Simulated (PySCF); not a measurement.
## Electronic structure of C$_{5}$H$_{9}$OSi (doublet) in real space

Input file:

```
{"job": {"kind": "epr", "basis": "pcH-1"}, "charge": 0, "multiplicity": 2}
Si     3.120708     0.058549     1.059087
O      1.545812     0.033794     0.656935
C      0.863745    -0.617870    -0.306211
C     -0.461599    -0.541491    -0.425462
C     -1.328452     0.233846     0.468837
C     -2.671345    -0.273235     0.788863
C     -2.602789     0.905804    -0.062603
H      3.941087     0.498329    -0.073045
H      3.061733     1.020185     2.146234
H      3.568730    -1.276104     1.462788
H      1.456099    -1.206947    -0.995997
H     -0.940352    -1.095412    -1.218646
H     -0.786373     0.791146     1.223706
H     -3.090299    -1.231930     0.556148
H     -2.815620     1.879463     0.356073
H     -2.868685     0.830817    -1.113150
```

Command:

```sh
OMP_NUM_THREADS=1 python probes_run.py task.json out
```

Geometry: GFN2-xTB.

All numbers below come from PySCF 2.14.0, density-fitted response routines, UKS B3LYP, pcH-1 on C H O Si, non-relativistic, mean-field spin-orbit, GIAO.

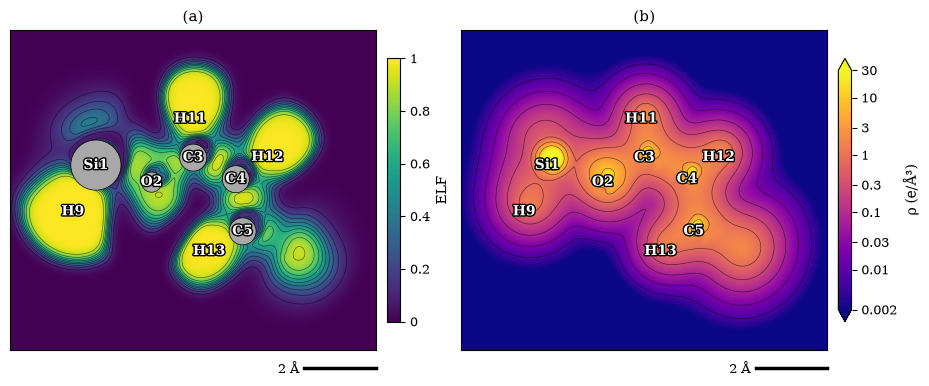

Figure 1. (a) ELF; (b) total electron density on the plane of atoms C4, C3 and H11. Grey discs cover the atomic cores in the ELF map.

What do the fields say about this system?

Answer.
- The section cuts through Si, O, C and H sites.
- C–C (1.33 Å): ρ at the midpoint is about 1.7 e/Å³; the ELF peaks at about 0.90 between the atoms (a multiple bond).
- C–O (1.35 Å): ρ is about 3.1 e/Å³ halfway; the ELF peaks at about 0.85 between the atoms, as expected for a shared but strongly polarised pair.
- Si–O (1.63 Å): the density is about 0.75 e/Å³ at the midpoint; the ELF peaks at about 0.85 between the atoms; a short, strongly polar bond.
- C–H (1.08 Å): ρ is about 1.9 e/Å³ halfway; the ELF climbs to about 1 towards the hydrogen, as it does in any bond to H.
- C–C (1.47 Å): the density is about 1.6 e/Å³ at the midpoint; the ELF peaks at about 0.95 between the atoms; a shared electron pair.

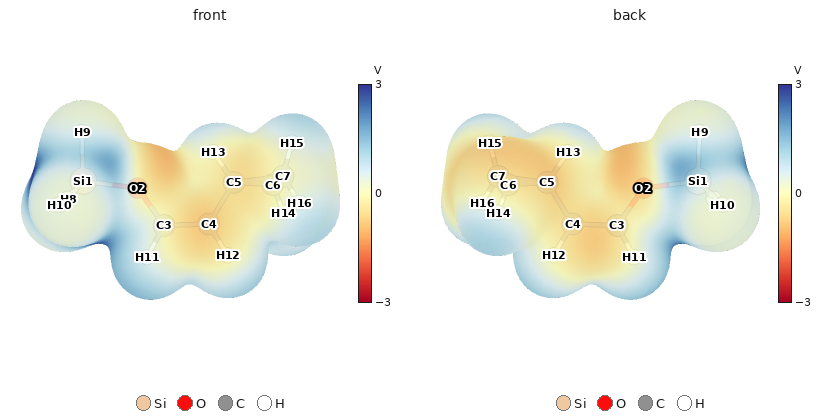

Figure 2. The electrostatic potential painted on the density surface at 0.004 e/bohr³, seen from the front and from behind; the colour scale runs from red (negative) to blue (positive).

Which sites attract a positive test charge, and which a negative one?

Answer. A positive charge is drawn to the negative regions and a negative charge to the positive ones. The most negative region (about −1.0 V) lies over O2, the most positive (about +2.8 V) over Si1.
